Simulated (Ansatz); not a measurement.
**BNH6 (B(NH3)H3) at 6 levels**

We compute a comparison of 6 runs (HSE06/STO-3G, PBE/STO-3G, UB3LYP/STO-3G, UPBE0/STO-3G, revPBE/STO-3G, CCSD/STO-3G) of BNH6 (B(NH3)H3). 

The calculation is run with Ansatz 0.2.0.

57 further runs of the same task are left out: 57 set aside as unsound or not needed.

## Step 1: Starting point

The species is BNH6 (8 atoms), meant as a singlet with charge 0. As SMILES, `[H]B([H])([H])<-N`. The H7–B1 distance was set to 2.977 Å, away from the relaxed value. At this shape a bond of the SMILES string is far longer than usual.

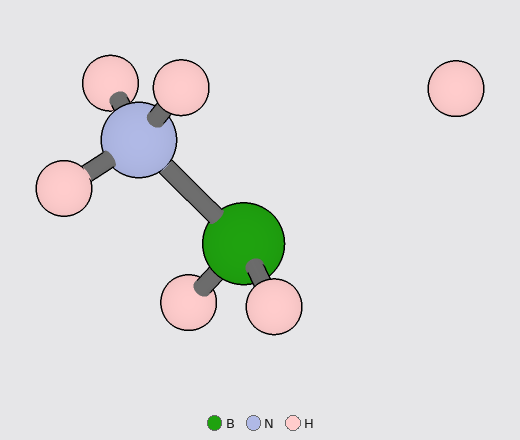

The structure, seen from a chosen angle (boron green, nitrogen light blue, hydrogen pink).

## Step 2: The energy at HSE06/STO-3G (run 1)

File molecule.yaml:

```yaml
crystal:
  periodic: [false, false, false]
  atoms:
    - {symbol: B, position_ang: [0.812032, -1.515346, -0.359425]}
    - {symbol: N, position_ang: [0.816362, -1.521356, 1.299225]}
    - {symbol: H, position_ang: [-0.141828, -1.483876, 1.624775]}
    - {symbol: H, position_ang: [1.330062, -0.711156, 1.623985]}
    - {symbol: H, position_ang: [1.263822, -2.372466, 1.617405]}
    - {symbol: H, position_ang: [1.957582, -1.550406, -0.681575]}
    - {symbol: H, position_ang: [-0.545010, 1.015160, -1.144860]}
    - {symbol: H, position_ang: [0.206612, -2.488766, -0.680665]}
basis:
  gaussian:
    orbitals: STO-3G
hamiltonian:
  xc: {name: HSE06}
accuracy: high
```

The run is started by

```sh
ansatz run molecule.yaml --threads 1 --pin off --max-ram 2610MiB --events-out events.jsonl --progress --plain --runs-dir runs
```

The program printed:

```text
Warning: RAYON_NUM_THREADS=1 ignored (pool sized by the plan → 1); use --threads N
Functional definition: HSE06
  name "HSE06"
  parameter a = 0.25
  parameter omega = 0.11/bohr
  exchange = pbe_x - a*pbe_x_sr(omega) + a*exact_x_sr(omega)
  correlation = pbe_c
274 factors; integrals over basis functions are off by at most 1.4e-8 eV
69 factors; integrals over basis functions are off by at most 3.0e-10 eV
mean field evaluation 1: about -2220.3418 eV, gradient 1.7e1 eV
mean field evaluation 2: about -2206.8826 eV, gradient 3.3e1 eV
mean field evaluation 4: about -2219.7098 eV, gradient 2.9e1 eV
mean field evaluation 8: about -2225.1951 eV, gradient 1.3e-1 eV
mean field -2225.19520030 eV, -81.7744153194 hartree, gradient 1.8e-8 eV, S^2 0.000000; 0 other end points of the search recorded, 0 dependent functions left out
reference -2225.19520255 eV, -81.7744154022 hartree; 9, 9 occupied and 7, 7 virtual orbitals, 274 factors
Total energy: -2225.19520255 eV, -81.7744154022 hartree
```

Wall time 1.6 s (1 thread of Arm Neoverse V1, shared host); peak memory 0.097 GiB.

## Step 3: The energy at PBE/STO-3G (run 2)

File job.yaml:

```yaml
crystal:
  periodic: [false, false, false]
  atoms:
    - {symbol: B, position_ang: [0.812032, -1.515346, -0.359425]}
    - {symbol: "N", position_ang: [0.816362, -1.521356, 1.299225]}
    - {symbol: H, position_ang: [-0.141828, -1.483876, 1.624775]}
    - {symbol: H, position_ang: [1.330062, -0.711156, 1.623985]}
    - {symbol: H, position_ang: [1.263822, -2.372466, 1.617405]}
    - {symbol: H, position_ang: [1.957582, -1.550406, -0.681575]}
    - {symbol: H, position_ang: [-0.545010, 1.015160, -1.144860]}
    - {symbol: H, position_ang: [0.206612, -2.488766, -0.680665]}
basis:
  gaussian: {orbitals: STO-3G}
hamiltonian: {xc: pbe}
accuracy: high
```

The run is started by

```sh
ansatz run job.yaml --threads 1 --pin off --max-ram 2610MiB --events-out events.jsonl --progress --plain --runs-dir runs
```

The program printed:

```text
Warning: RAYON_NUM_THREADS=1 ignored (pool sized by the plan → 1); use --threads N
Functional definition: PBE
  name "PBE"
  parameter kappa = 0.804
  parameter beta = 0.06672455060314922
  exchange = pbe_x(kappa = kappa, mu = beta*pi^2/3)
  correlation = pbe_c(beta = beta)
274 factors; integrals over basis functions are off by at most 1.4e-8 eV
mean field evaluation 1: about -2219.9666 eV, gradient 1.8e1 eV
mean field evaluation 2: about -2205.5824 eV, gradient 3.5e1 eV
mean field evaluation 4: about -2224.0800 eV, gradient 1.6e1 eV
mean field evaluation 8: about -2224.0135 eV, gradient 1.6e1 eV
mean field evaluation 16: about -2225.3079 eV, gradient 2.4e-8 eV
mean field -2225.30785272 eV, -81.7785552195 hartree, gradient 2.4e-8 eV, S^2 0.000000; 0 other end points of the search recorded, 0 dependent functions left out
reference -2225.30785497 eV, -81.7785553022 hartree; 9, 9 occupied and 7, 7 virtual orbitals, 274 factors
Total energy: -2225.30785497 eV, -81.7785553022 hartree
```

It took 1.4 s on 1 thread of Arm Neoverse V1, shared host; peak memory 0.095 GiB.

Runs 3 to 5 aren't shown in full; the table further down has their settings and results.

## Step 4: A single-point energy at CCSD/STO-3G (run 6)

File run.yaml:

```yaml
crystal:
  periodic: [false, false, false]
  atoms:
    - {symbol: B, position_ang: [0.812032, -1.515346, -0.359425]}
    - {symbol: N, position_ang: [0.816362, -1.521356, 1.299225]}
    - {symbol: H, position_ang: [-0.141828, -1.483876, 1.624775]}
    - {symbol: H, position_ang: [1.330062, -0.711156, 1.623985]}
    - {symbol: H, position_ang: [1.263822, -2.372466, 1.617405]}
    - {symbol: H, position_ang: [1.957582, -1.550406, -0.681575]}
    - {symbol: H, position_ang: [-0.545010, 1.015160, -1.144860]}
    - {symbol: H, position_ang: [0.206612, -2.488766, -0.680665]}
basis:
  gaussian:
    orbitals: STO-3G
correlation:
  method: ccsd
  frozen_orbitals: {B: 1, H: 0, "N": 1}
accuracy: high
scf:
  omitted_lower_state_checks: [cluster_reference, increment]
```

The run is started by

```sh
ansatz run run.yaml --threads 1 --pin off --max-ram 2610MiB --events-out events.jsonl --progress --plain --runs-dir runs
```

The program printed:

```text
Warning: RAYON_NUM_THREADS=1 ignored (pool sized by the plan → 1); use --threads N
[... 11 lines left out ...]
2 core orbitals not correlated: weight in the atoms' cores, before any rotation towards them, 1.000 or more for the frozen orbitals, at most 0.000 for the correlated occupied ones
[... 30 lines left out ...]
WARN: these amplitudes may be one of several solutions (largest doubles amplitude 0.79, level shift 9.77 eV)
Total energy: -2218.03872413 eV, -81.5114196713 hartree
Checks for a lower state left out: cluster_reference, increment
```

Wall time 0.14 s (1 thread of Arm Neoverse V1, shared host).

## Step 5: Overview of the runs

```
run          level  frozen core orbitals  energy (Eh)  wall time
  1   HSE06/STO-3G                     –   -81.774415      1.6 s
  2     PBE/STO-3G                     –   -81.778555      1.4 s
  3  UB3LYP/STO-3G                     –   -81.939472      5.1 s
  4   UPBE0/STO-3G                     –   -81.832203      4.5 s
  5  revPBE/STO-3G                     –   -81.888424      1.4 s
  6    CCSD/STO-3G                     2   -81.511420     0.14 s
```

## Step 6: Results

```
                                          quantity         value
                               run 6: total energy  -81.51142 Eh
run 6: correlation energy (2 core orbitals frozen)    -271.3 mEh
                              run 6: T1 diagnostic         0.077
```

**Reading.** Totals of different functionals can't be ranked against each other. In run 6 the T1 diagnostic is large, so a single reference may not serve. In run 6 the log says that unrestricted orbitals would lower the reference, so the values rest on an unstable closed-shell determinant (other closed-shell runs at this shape may share the fault). In runs 1, 2, 3, 4, 5, 6 the basis is minimal, so the values are rough. Spin contamination of the reference: run 4 ⟨S²⟩ = 0.91, run 3 ⟨S²⟩ = 0.84. Where it is this large, the reference is a mixture of spin states, and values that rest on it are in doubt. All runs together took 14 s, the longest 5.1 s.
